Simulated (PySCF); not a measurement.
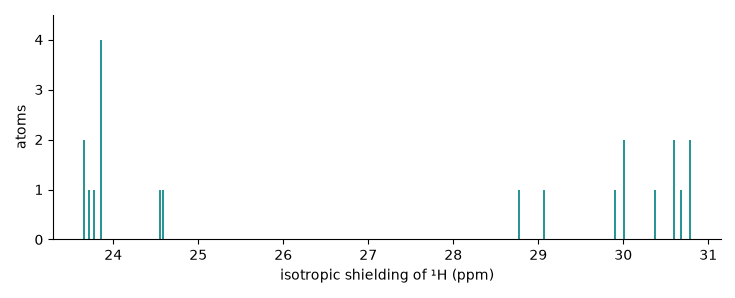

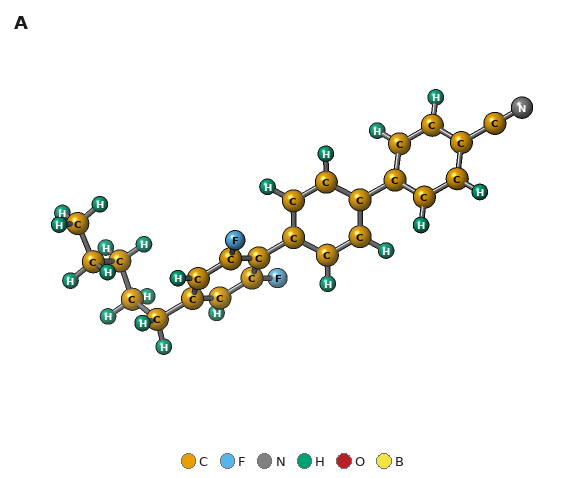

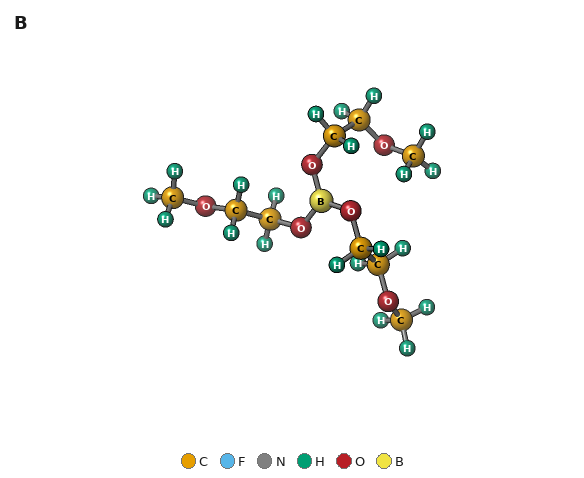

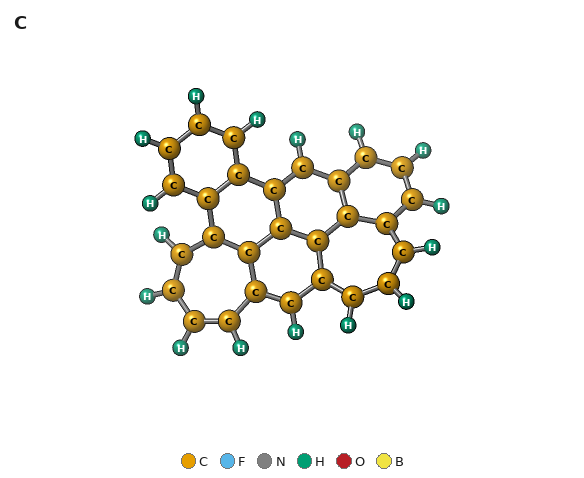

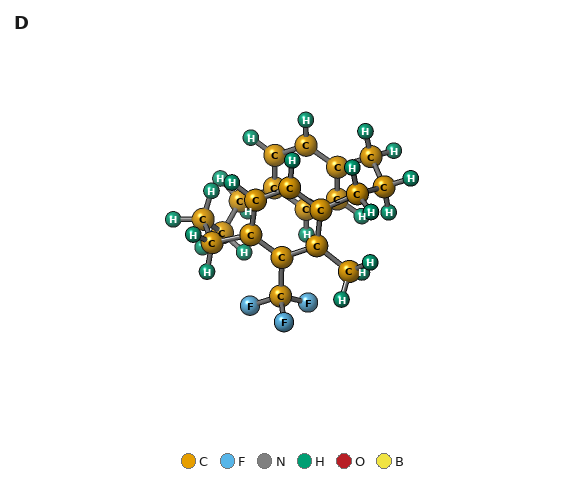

The sticks are computed shieldings of one of the molecules, for one fixed geometry (GFN2-xTB) without averaging over rotations. Low shielding means a high chemical shift. Method: GIAO PBE0/pcSseg-1 NMR shielding, non-relativistic, gas phase (PySCF 2.14.0).

**Match the spectrum to a structure.**

A, `CCCCCc1cc(F)c(-c2ccc(-c3ccc(C#N)cc3)cc2)c(F)c1`. Its 21 H atoms give lines at 23.65 (2 atoms), 23.72, 23.77, 23.85 (4 atoms), 24.55, 24.59, 28.78, 29.07, 29.91, 30.00 (2 atoms), 30.37, 30.60 (2 atoms), 30.68, 30.79 (2 atoms) ppm.

The geometry is semi-empirical. Around B such bond lengths and angles can be off by a tenth of an ångström or more and by several degrees, and values that hang on the shape move with them.
